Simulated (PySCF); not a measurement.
# C2H2FO−: runs on many settings

Which settings matter for C2H2FO− (`C=C([O-])F`), and how do bad ones show?

Computed with PySCF 2.14.0, with density-fitted response routines of our own, on a single molecule in the gas phase. Atoms count from 0, in the outputs and in this text.

## (1) Starting geometry

6 atoms, charge -1, multiplicity 1; geometry from: GFN2-xTB.

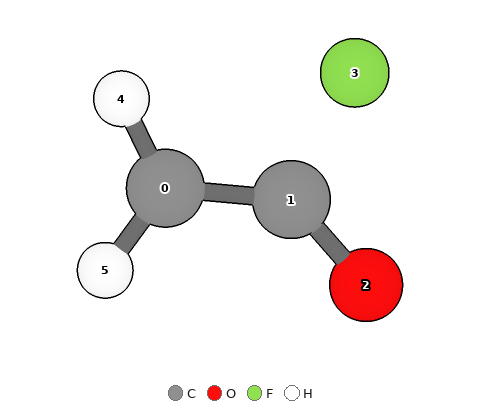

As it starts; carbon grey, oxygen red, fluorine green, hydrogen white, atoms numbered.

## (2) Nuclear shieldings: OPBE/IGLO-III

What the job is given:

```
{"job": {"kind": "nmr", "xc": "OPBE", "basis": "IGLO-III", "pop": true}, "charge": -1, "multiplicity": 1}
C     -0.721144    -0.083043     0.001798
C      0.619973    -0.098397     0.007437
O      1.499177    -0.945066     0.087273
F      1.152791     1.304246    -0.118549
H     -1.279603     0.832190    -0.082899
H     -1.268071    -1.007940     0.083364
```

Level: GIAO OPBE/IGLO-III NMR shielding, non-relativistic, gas phase.

Command:

```console
OMP_NUM_THREADS=1 python probes_run.py task.json out
```

This one command runs all jobs of the session in turn.

The log of the run:

```text
coarse grid: 5584 points
cycle   1  E = -252.2857996412  dE =  4.622e-01  |g| = 1.010e+00  |ddm| = 1.650e+00
cycle   2  E = -251.1659479861  dE =  1.120e+00  |g| = 2.443e+00  |ddm| = 1.616e+01
cycle   3  E = -252.4103210960  dE = -1.244e+00  |g| = 5.826e-01  |ddm| = 1.579e+01
cycle   4  E = -252.4841450974  dE = -7.382e-02  |g| = 1.688e-01  |ddm| = 4.971e-01
cycle   5  E = -252.4884832889  dE = -4.338e-03  |g| = 6.392e-02  |ddm| = 1.187e-01
cycle   6  E = -252.4892880263  dE = -8.047e-04  |g| = 2.239e-02  |ddm| = 5.746e-02
cycle   7  E = -252.4893836947  dE = -9.567e-05  |g| = 8.058e-03  |ddm| = 2.192e-02
cycle   8  E = -252.4893973449  dE = -1.365e-05  |g| = 2.208e-03  |ddm| = 9.172e-03
cycle   9  E = -252.4893986163  dE = -1.271e-06  |g| = 2.397e-04  |ddm| = 1.899e-03
final grid: 55976 points
cycle  10  E = -252.4945359149  dE = -3.787e-04  |g| = 2.738e-02  |ddm| = 7.361e-02
cycle  11  E = -252.4937206349  dE =  8.153e-04  |g| = 7.136e-02  |ddm| = 5.817e-02
cycle  12  E = -252.4946425408  dE = -9.219e-04  |g| = 6.361e-03  |ddm| = 4.791e-02
cycle  13  E = -252.4946507300  dE = -8.189e-06  |g| = 2.657e-03  |ddm| = 8.214e-03
cycle  14  E = -252.4946521466  dE = -1.417e-06  |g| = 7.323e-04  |ddm| = 2.798e-03
cycle  15  E = -252.4946522673  dE = -1.206e-07  |g| = 1.967e-04  |ddm| = 6.925e-04
cycle  16  E = -252.4946522749  dE = -7.633e-09  |g| = 7.626e-05  |ddm| = 1.234e-04
cycle  17  E = -252.4946522760  dE = -1.077e-09  |g| = 1.306e-05  |ddm| = 5.110e-05
cycle  18  E = -252.4946522760  dE = -4.354e-11  |g| = 1.620e-06  |ddm| = 9.047e-06
converged SCF energy = -252.4946522760

GIAO shielding tensors (ppm)
atom      isotropic    diamagn.    paramagn.     s11        s22        s33       span
  0 C      166.497     255.462     -88.965    142.398    157.846    199.247     56.850
  1 C       18.341     246.019    -227.678    -79.998     18.689    116.333    196.331
  2 O       88.124     407.036    -318.911     -8.829     96.361    176.841    185.670
  3 F      171.061     475.115    -304.054     50.769     71.903    390.510    339.741
  4 H       30.293      33.272      -2.980     26.956     29.592     34.331      7.375
  5 H       30.830      33.206      -2.376     27.608     30.172     34.709      7.101
```

Run time: 9.2 s. Hardware: 1 thread of Arm Neoverse V2, shared host; peak memory 0.52 GiB.

The references, computed at this level on geometries of the same kind, shield at (ppm): 1H TMS 31.77, 13C TMS 186.5, 19F CFCl3 147.7, 17O H2O 328.5. Their shielding less the atom's gives the shift. The references are single molecules in the gas phase, so shifts against H2O, NH3, PH3, H3PO4 or CFCl3 are not on the usual liquid scales and can be off by tens of ppm.

| atoms | environment | σ (ppm) | δ (ppm) |
| --- | --- | --- | --- |
| C1 | fully substituted alkene carbon | 18.3 | 168.2 |
| C0 | terminal =CH2 carbon | 166.5 | 20.0 |
| H4 | hydrogen on a terminal =CH2 carbon | 30.29 | 1.48 |
| H5 | hydrogen on a terminal =CH2 carbon | 30.83 | 0.94 |
| O2 | oxygen bonded to C | 88.1 | 240.4 |
| F3 | vinylic fluorine | 171.1 | -23.3 |

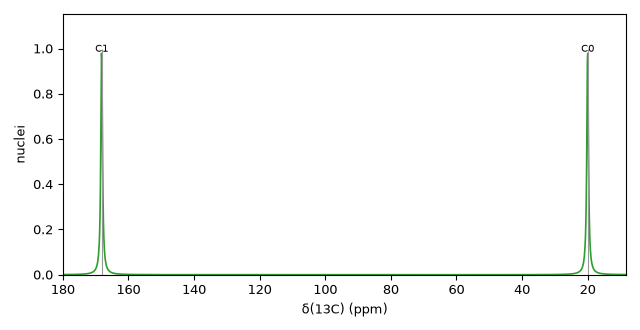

13C lines at the computed shifts, without couplings. Lines are broadened to a width of 0.59 ppm (Lorentzian).

The run also stored atomic charges by several schemes (e):

| atoms | Mulliken | IAO | Hirshfeld | ESP fit |
| --- | --- | --- | --- | --- |
| C0 | -0.51 | -0.68 | -0.32 | -1.27 |
| C1 | 0.34 | 0.46 | 0.04 | 0.85 |
| O2 | -0.53 | -0.58 | -0.40 | -0.68 |
| F3 | -0.37 | -0.45 | -0.27 | -0.44 |

Hirshfeld charges:

| atom | value (e) |
| --- | --- |
| C0 | -0.32 |
| C1 | 0.04 |
| O2 | -0.40 |
| F3 | -0.27 |
| H4 | -0.03 |
| H5 | -0.02 |

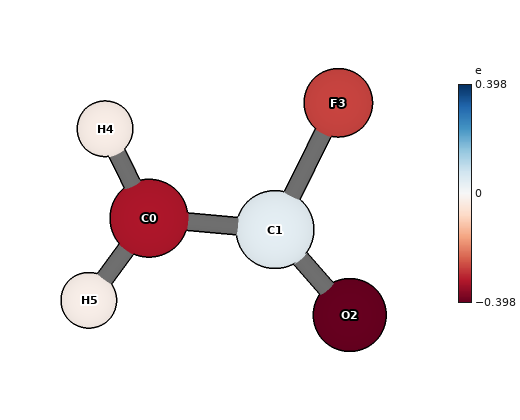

Hirshfeld charges, as colours on the atoms.

Mayer bond orders: C0–C1 1.62, C1–O2 1.96, C1–F3 0.89.

## (3) NMR shieldings: PBE0/pcSseg-1

Settings changed since step 2:

```diff
@@ -1,2 +1,2 @@
-{"job": {"kind": "nmr", "xc": "OPBE", "basis": "IGLO-III", "pop": true}, "charge": -1, "multiplicity": 1}
+{"job": {"kind": "nmr", "xc": "PBE0", "basis": "pcSseg-1", "pop": false}, "charge": -1, "multiplicity": 1}
 C     -0.721144    -0.083043     0.001798
```

With the program's defaults for keys left out, this is: GIAO PBE0/pcSseg-1 NMR shielding, non-relativistic, gas phase.

The log of the run:

```text
coarse grid: 5584 points
cycle   1  E = -252.0163434782  dE =  4.389e-01  |g| = 9.162e-01  |ddm| = 2.137e+00
cycle   2  E = -251.7673650092  dE =  2.490e-01  |g| = 1.502e+00  |ddm| = 1.826e+00
cycle   3  E = -252.1563483374  dE = -3.890e-01  |g| = 2.845e-01  |ddm| = 1.279e+00
cycle   4  E = -252.1727792711  dE = -1.643e-02  |g| = 5.067e-02  |ddm| = 2.183e-01
cycle   5  E = -252.1730836735  dE = -3.044e-04  |g| = 2.559e-02  |ddm| = 4.512e-02
cycle   6  E = -252.1732209317  dE = -1.373e-04  |g| = 3.942e-03  |ddm| = 2.104e-02
cycle   7  E = -252.1732229433  dE = -2.012e-06  |g| = 1.958e-03  |ddm| = 3.373e-03
final grid: 55976 points
cycle   8  E = -252.2135423090  dE = -6.077e-06  |g| = 1.088e-02  |ddm| = 1.437e-02
cycle   9  E = -252.2134865354  dE =  5.577e-05  |g| = 2.006e-02  |ddm| = 2.011e-02
cycle  10  E = -252.2135649260  dE = -7.839e-05  |g| = 1.592e-03  |ddm| = 1.403e-02
cycle  11  E = -252.2135653746  dE = -4.486e-07  |g| = 2.204e-04  |ddm| = 1.061e-03
cycle  12  E = -252.2135653816  dE = -7.033e-09  |g| = 8.945e-05  |ddm| = 2.359e-04
cycle  13  E = -252.2135653830  dE = -1.428e-09  |g| = 1.288e-05  |ddm| = 6.805e-05
cycle  14  E = -252.2135653831  dE = -3.473e-11  |g| = 5.784e-06  |ddm| = 1.566e-05
converged SCF energy = -252.2135653831

GIAO shielding tensors (ppm)
atom      isotropic    diamagn.    paramagn.     s11        s22        s33       span
  0 C      163.104     255.852     -92.748    130.354    155.435    203.523     73.170
  1 C       14.440     246.046    -231.606    -91.340     16.662    117.997    209.337
  2 O       82.351     404.682    -322.331    -17.307     82.776    181.585    198.892
  3 F      185.425     481.282    -295.857     68.322     83.237    404.715    336.393
  4 H       30.595      32.628      -2.033     26.775     29.819     35.189      8.414
  5 H       31.103      32.529      -1.425     27.234     30.248     35.828      8.593
```

It took 1.7 s on 1 thread of Arm Neoverse V2, shared host; peak memory 0.39 GiB.

This run: δ C1 172.5, C0 23.8, O2 253.7, F3 -14.5, H4 1.12, H5 0.61 ppm.

## (4) Spin-spin couplings: PBE0/IGLO-II

Settings changed since step 3:

```diff
@@ -1,2 +1,2 @@
-{"job": {"kind": "nmr", "xc": "PBE0", "basis": "pcSseg-1", "pop": false}, "charge": -1, "multiplicity": 1}
+{"job": {"kind": "j", "xc": "PBE0", "basis": "IGLO-II", "scf": {"aux": "def2-universal-jkfit"}}, "charge": -1, "multiplicity": 1}
 C     -0.721144    -0.083043     0.001798
```

Method: PBE0/IGLO-II indirect spin-spin coupling, non-relativistic, gas phase.

The log of the run:

```text
final grid: 55976 points
cycle   1  E = -252.1418239103  dE =  4.515e-01  |g| = 9.459e-01  |ddm| = 1.942e+00
cycle   2  E = -251.8513733128  dE =  2.905e-01  |g| = 1.603e+00  |ddm| = 1.834e+00
cycle   3  E = -252.2895056779  dE = -4.381e-01  |g| = 2.949e-01  |ddm| = 1.297e+00
cycle   4  E = -252.3069520108  dE = -1.745e-02  |g| = 5.999e-02  |ddm| = 2.124e-01
cycle   5  E = -252.3073671082  dE = -4.151e-04  |g| = 2.802e-02  |ddm| = 4.426e-02
cycle   6  E = -252.3075239136  dE = -1.568e-04  |g| = 5.097e-03  |ddm| = 2.058e-02
cycle   7  E = -252.3075273722  dE = -3.459e-06  |g| = 2.315e-03  |ddm| = 3.887e-03
cycle   8  E = -252.3075286143  dE = -1.242e-06  |g| = 1.305e-04  |ddm| = 1.813e-03
cycle   9  E = -252.3075286188  dE = -4.497e-09  |g| = 3.744e-05  |ddm| = 1.576e-04
cycle  10  E = -252.3075286191  dE = -3.033e-10  |g| = 6.427e-06  |ddm| = 3.538e-05
converged SCF energy = -252.3075286191

Indirect spin-spin couplings (Hz)
  i      j    bonds     total        FC       PSO       DSO        SD
  0 C    1 C    1    125.870   129.693    -5.368     0.269     1.277
  0 C    2 O    2     -2.162    -2.417     1.968     0.075    -1.789
  0 C    3 F    2     92.824    98.630    -7.779    -0.133     2.106
  0 C    4 H    1    145.656   142.692     1.596     0.808     0.560
  0 C    5 H    1    139.095   135.984     1.779     0.781     0.552
  1 C    2 O    1     27.491    18.956     8.835    -0.102    -0.198
  1 C    3 F    1   -292.084  -308.435     2.331     0.929    13.091
  1 C    4 H    2     -3.501    -2.421    -0.766    -0.267    -0.047
  1 C    5 H    2      7.942     9.103    -0.816    -0.237    -0.108
  2 O    3 F    2     10.138   -16.101    30.387     0.153    -4.301
  2 O    4 H    3     -1.615    -2.286     0.320     0.380    -0.030
  2 O    5 H    3      0.598     0.065     0.332     0.141     0.060
  3 F    4 H    3     -3.172    -0.126    -1.911     0.115    -1.250
  3 F    5 H    3     35.676    37.686     0.143    -2.191     0.038
  4 H    5 H    2     -2.456    -2.997     3.923    -3.406     0.024
```

Run time: 3.7 s. Hardware: 1 thread of Arm Neoverse V2, shared host; peak memory 0.4 GiB.

Couplings of 1 Hz or more, nine at most for each number of bonds (isotopes 13C, 19F, 1H, 17O):

| pair | bonds | J (Hz) | Fermi contact (Hz) | dihedral (°) |
| --- | --- | --- | --- | --- |
| C1–F3 | 1 | -292.1 | -308.4 | – |
| C0–H4 | 1 | 145.7 | 142.7 | – |
| C0–H5 | 1 | 139.1 | 136.0 | – |
| C0–C1 | 1 | 125.9 | 129.7 | – |
| C1–O2 | 1 | 27.5 | 19.0 | – |
| C0–F3 | 2 | 92.8 | 98.6 | – |
| O2–F3 | 2 | 10.1 | -16.1 | – |
| C1–H5 | 2 | 7.9 | 9.1 | – |
| C1–H4 | 2 | -3.5 | -2.4 | – |
| H4–H5 | 2 | -2.5 | -3.0 | – |
| C0–O2 | 2 | -2.2 | -2.4 | – |
| F3–H5 | 3 | 35.7 | 37.7 | 180 |
| F3–H4 | 3 | -3.2 | -0.1 | 0 |
| O2–H4 | 3 | -1.6 | -2.3 | 180 |

Quadrupole couplings from the field gradients of the same density:

| atom | isotope | eQq/h (MHz) | η |
| --- | --- | --- | --- |
| O2 | 17O | -6.124 | 0.77 |

Joined with the shifts from before (OPBE/IGLO-III, unscaled), the couplings predict the line list below for 600 MHz.

1H NMR δ 1.48 (dd, J = 3.2, 2.5 Hz, 1H), 0.94 (dd, J = 35.7, 2.5 Hz, 1H).

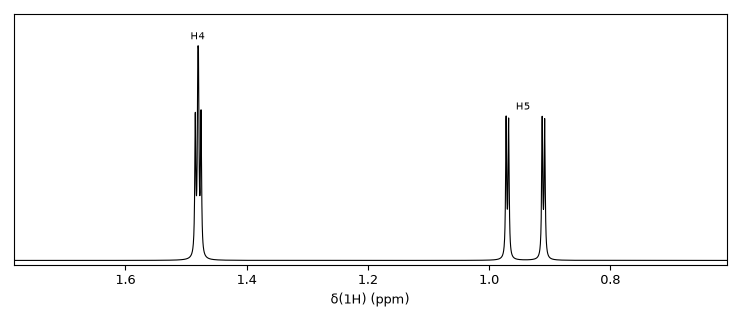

Simulated proton spectrum at 600 MHz, by exact diagonalisation of each spin system; lines 1.2 Hz wide, exchangeable protons uncoupled.

## (5) Shielding tensors: WP04/pcSseg-1

What the job is given:

```
{"job": {"kind": "nmr", "xc": "WP04", "basis": "pcSseg-1", "pop": true, "scf": {"max_cycle": 5}}, "charge": -1, "multiplicity": 1}
C     -0.721144    -0.083043     0.001798
C      0.619973    -0.098397     0.007437
O      1.499177    -0.945066     0.087273
F      1.152791     1.304246    -0.118549
H     -1.279603     0.832190    -0.082899
H     -1.268071    -1.007940     0.083364
```

Method: GIAO WP04/pcSseg-1 NMR shielding, non-relativistic, gas phase.

The log of the run:

```text
final grid: 55976 points
cycle   1  E = -257.2155585396  dE =  4.487e-01  |g| = 1.321e+00  |ddm| = 2.197e+00
cycle   2  E = -256.4282455654  dE =  7.873e-01  |g| = 2.384e+00  |ddm| = 2.787e+00
cycle   3  E = -257.4432978523  dE = -1.015e+00  |g| = 5.731e-01  |ddm| = 2.286e+00
cycle   4  E = -257.5108677444  dE = -6.757e-02  |g| = 1.357e-01  |ddm| = 4.550e-01
cycle   5  E = -257.5130187795  dE = -2.151e-03  |g| = 6.736e-02  |ddm| = 1.085e-01
SCF not converged, last energy = -257.5130187795
```

Run time: 0.65 s. Hardware: 1 thread of Arm Neoverse V2, shared host; peak memory 0.4 GiB.

Why it failed: The cap of 5 cycles ended the SCF at a gradient of 6.7e-02. Cure: raise the cap. Numbers printed on the way are no properties of the molecule.

## (6) Spin-spin couplings: PBE/aug-cc-pVDZ

What the job is given:

```
{"job": {"kind": "j", "xc": "PBE", "basis": "aug-cc-pVDZ"}, "charge": -1, "multiplicity": 1}
C     -0.721144    -0.083043     0.001798
C      0.619973    -0.098397     0.007437
O      1.499177    -0.945066     0.087273
F      1.152791     1.304246    -0.118549
H     -1.279603     0.832190    -0.082899
H     -1.268071    -1.007940     0.083364
```

Level: PBE/aug-cc-pVDZ indirect spin-spin coupling, non-relativistic, gas phase.

The log of the run:

```text
coarse grid: 5584 points
cycle   1  E = -252.0793778742  dE =  4.721e-01  |g| = 9.588e-01  |ddm| = 6.368e+00
cycle   2  E = -248.1073256372  dE =  3.972e+00  |g| = 2.948e+00  |ddm| = 1.574e+02
cycle   3  E = -252.0467943081  dE = -3.939e+00  |g| = 9.373e-01  |ddm| = 1.574e+02
cycle   4  E = -252.2634901044  dE = -2.167e-01  |g| = 2.073e-01  |ddm| = 1.130e+00
cycle   5  E = -252.2746485706  dE = -1.116e-02  |g| = 1.276e-01  |ddm| = 7.044e-01
cycle   6  E = -252.2776868950  dE = -3.038e-03  |g| = 5.549e-02  |ddm| = 2.962e-01
cycle   7  E = -252.2783640693  dE = -6.772e-04  |g| = 7.449e-03  |ddm| = 1.131e-01
cycle   8  E = -252.2783801597  dE = -1.609e-05  |g| = 1.759e-03  |ddm| = 1.611e-02
cycle   9  E = -252.2783807015  dE = -5.418e-07  |g| = 1.086e-03  |ddm| = 3.605e-03
final grid: 55976 points
cycle  10  E = -252.2827803921  dE = -1.045e-06  |g| = 1.481e-02  |ddm| = 1.163e-01
cycle  11  E = -252.2825457112  dE =  2.347e-04  |g| = 3.685e-02  |ddm| = 7.396e-02
cycle  12  E = -252.2828202815  dE = -2.746e-04  |g| = 4.658e-03  |ddm| = 5.201e-02
cycle  13  E = -252.2828253300  dE = -5.049e-06  |g| = 8.108e-04  |ddm| = 6.766e-03
cycle  14  E = -252.2828254276  dE = -9.764e-08  |g| = 3.463e-04  |ddm| = 1.666e-03
cycle  15  E = -252.2828254540  dE = -2.644e-08  |g| = 4.972e-05  |ddm| = 6.082e-04
cycle  16  E = -252.2828254544  dE = -3.456e-10  |g| = 2.685e-05  |ddm| = 1.170e-04
converged SCF energy = -252.2828254544

Indirect spin-spin couplings (Hz)
  i      j    bonds     total        FC       PSO       DSO        SD
  0 C    1 C    1    197.130   200.581    -4.726     0.269     1.006
  0 C    2 O    2     -2.859    -2.939     1.252     0.073    -1.245
  0 C    3 F    2     89.401    93.405    -5.973    -0.131     2.101
  0 C    4 H    1    160.539   157.713     1.520     0.805     0.502
  0 C    5 H    1    156.933   154.009     1.651     0.779     0.494
  1 C    2 O    1      5.609    -1.405     7.535    -0.111    -0.410
  1 C    3 F    1   -260.834  -272.527     0.988     0.955     9.750
  1 C    4 H    2     -2.605    -1.613    -0.700    -0.271    -0.021
  1 C    5 H    2      8.366     9.401    -0.728    -0.250    -0.057
  2 O    3 F    2      2.173   -20.246    25.311     0.145    -3.037
  2 O    4 H    3     -1.406    -2.104     0.381     0.377    -0.059
  2 O    5 H    3      0.481    -0.041     0.314     0.138     0.069
  3 F    4 H    3     -5.386    -2.257    -2.071     0.123    -1.182
  3 F    5 H    3     29.099    32.264    -1.230    -2.186     0.251
  4 H    5 H    2     -0.060     0.122     3.126    -3.427     0.120
```

It took 5.3 s on 1 thread of Arm Neoverse V2, shared host; peak memory 0.4 GiB.

This basis has no tight s functions, so the Fermi-contact terms are rough.

In short: J(C1,F3) -260.8 Hz, J(C0,C1) 197.1 Hz, J(C0,H4) 160.5 Hz.

## (7) Side by side: NMR shifts

Shifts (ppm), with basis size and wall time:

| run | C1 | C0 | H4 | H5 | O2 | F3 | functions | time |
| --- | --- | --- | --- | --- | --- | --- | --- | --- |
| OPBE/IGLO-III | 168.2 | 20.0 | 1.48 | 0.94 | 240.4 | -23.3 | 160 | 9.2 s |
| PBE0/pcSseg-1 | 172.5 | 23.8 | 1.12 | 0.61 | 253.7 | -14.5 | 78 | 1.7 s |

## (8) Comparing the runs: spin-spin couplings

Couplings (Hz), with basis size and wall time:

| run | C1–F3 | C0–H4 | C0–H5 | C0–C1 | C0–F3 | F3–H5 | C1–O2 | functions | time |
| --- | --- | --- | --- | --- | --- | --- | --- | --- | --- |
| PBE0/IGLO-II | -292.1 | 145.7 | 139.1 | 125.9 | 92.8 | 35.7 | 27.5 | 100 | 3.7 s |
| PBE/aug-cc-pVDZ | -260.8 | 160.5 | 156.9 | 197.1 | 89.4 | 29.1 | 5.6 | 110 | 5.3 s |

## (9) What came out

| quantity | value |
| --- | --- |
| 13C shifts against TMS (OPBE/IGLO-III) | 168.2, 20.0 ppm |
| 1H shifts against TMS (OPBE/IGLO-III) | 1.48, 0.94 ppm |
| 17O shifts against H2O (OPBE/IGLO-III) | 240.4 ppm |
| 19F shifts against CFCl3 (OPBE/IGLO-III) | -23.3 ppm |
| largest coupling of the table (PBE0/IGLO-II) | 1J(C,F) C1–F3, -292.1 Hz |
| range of the shift of O2 | 240.4 to 253.7 ppm |
| range of J(C1,F3), mean over like pairs | -292.1 to -260.8 Hz |
| property runs in this session | 5, of which 1 failed and 0 gave unsound results |

What this shows: Single values in the summary come from the first run of each kind that ended normally (OPBE/IGLO-III; PBE0/IGLO-II), which need not be the best level. At OPBE/IGLO-III: The widest tensor belongs to F3: span 340 ppm, with a paramagnetic part of -304 ppm. Of the pairs tabulated at PBE0/IGLO-II, C1–F3 couples most strongly (-292.1 Hz; Fermi contact -308.4 Hz). In ppm, O2 moves most: its shift spreads over 13.3 ppm, from 240.4 (OPBE/IGLO-III) to 253.7 (PBE0/pcSseg-1). Part of that comes from the computed reference. The coupling C1–F3, as a mean over pairs of its kind, runs from -292.1 Hz (PBE0/IGLO-II) to -260.8 Hz (PBE/aug-cc-pVDZ). Couplings from bases without tight functions are rough. At OPBE/IGLO-III the HOMO lies above zero (+1.03 eV), as often for anions in the gas phase: self-interaction error lifts it, or the electron is held by the finite basis alone; counter-ions and solvent are missing.
